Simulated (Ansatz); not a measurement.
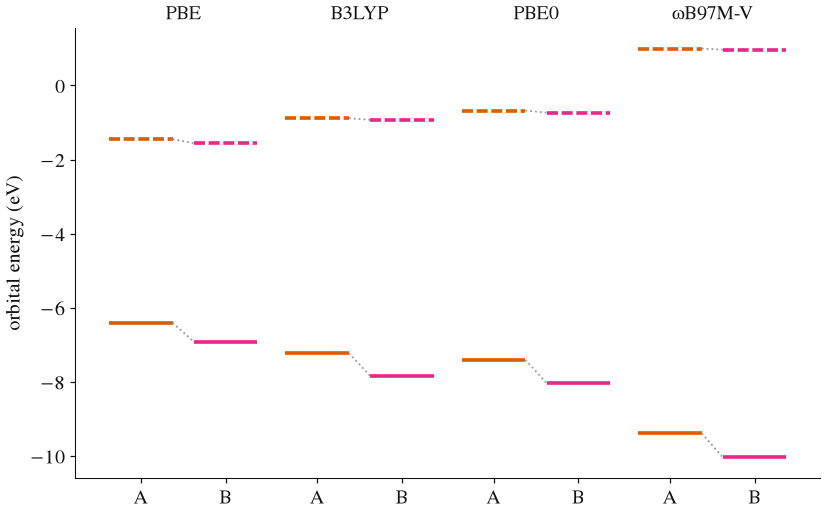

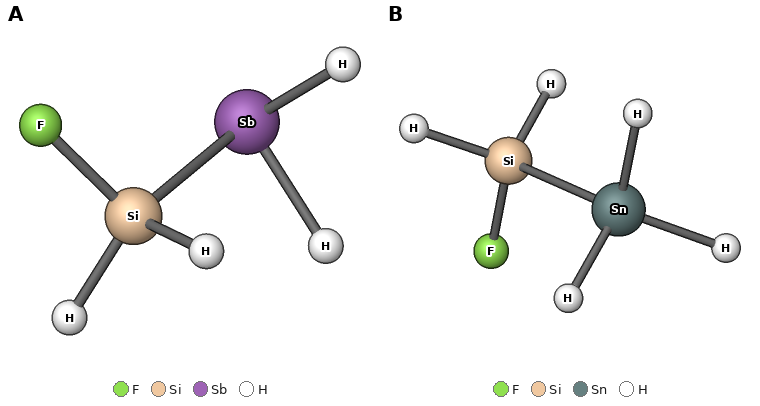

One change: A, SiSbH₄F (SMILES F[SiH2][SbH2]), becomes B, SnSiH₅F (SMILES F[SiH2][SnH3]). SbH₂ on Si is replaced by SnH₃. HOMO (solid) and LUMO (dashed) computed in def2-TZVPP at PBE0-D4/def2-TZVP geometries, both minima by their frequencies, gas phase, the Ansatz code. Empty levels above zero depend strongly on the basis.

What does the change do to HOMO and LUMO?

Answer. PBE: the HOMO falls by 0.51 eV, the LUMO falls by 0.11 eV, and the separation goes from 4.95 to 5.36 eV. B3LYP: the HOMO falls by 0.62 eV, the LUMO falls by 0.04 eV, and the separation goes from 6.34 to 6.91 eV. PBE0: the HOMO falls by 0.63 eV, the LUMO falls by 0.06 eV, and the separation goes from 6.73 to 7.29 eV. ωB97M-V: the HOMO falls by 0.65 eV, the LUMO falls by 0.03 eV, and the separation goes from 10.38 to 11.00 eV.

Do the functionals agree on the effect?

Answer. They agree on the direction for both levels; the HOMO shift lies between −0.65 and −0.51 eV and the LUMO shift between −0.11 and −0.03 eV, while the separations themselves differ by up to 5.6 eV between functionals.

Caveats: core potentials past krypton; spin-orbit coupling is left out, and with Sn and Sb it can shift these values.
